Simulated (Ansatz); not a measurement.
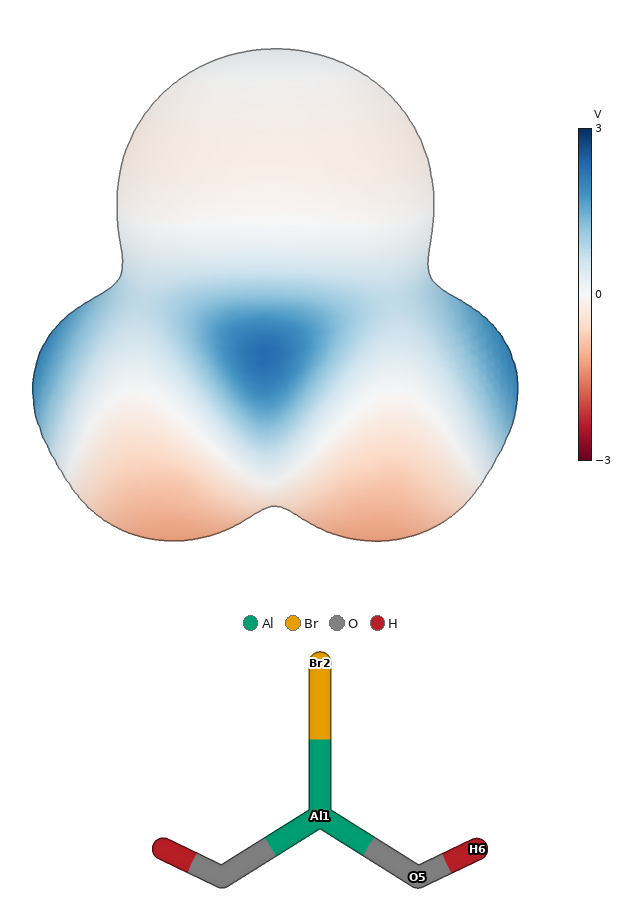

Figure. AlBrH₂O₂. The molecular electrostatic potential painted on the density surface at 0.001 e/bohr³, seen across its widest extent; the colour scale runs from red (negative) to blue (positive). The bare structure is drawn below in the same view.

Theory: Ansatz 0.2.0, UKS PBE/def2-SVPD.

```xyz
6

Al    0.0788   -0.0394   -0.0065
Br    2.1037   -1.0511   -0.1704
O    -0.9649    0.1301   -1.3581
H    -0.7323   -0.1984   -2.2387
O    -0.4992    0.6010    1.4769
H     0.0138    0.5578    2.2968
```

Which sites attract a positive test charge, and which a negative one?

A positive charge is drawn to the negative regions and a negative charge to the positive ones. The most negative region (about −1.2 V, or −28 kcal/mol for a unit charge) lies over O3 and O5, the most positive (about +2.2 V, or +51 kcal/mol for a unit charge) over Al1.
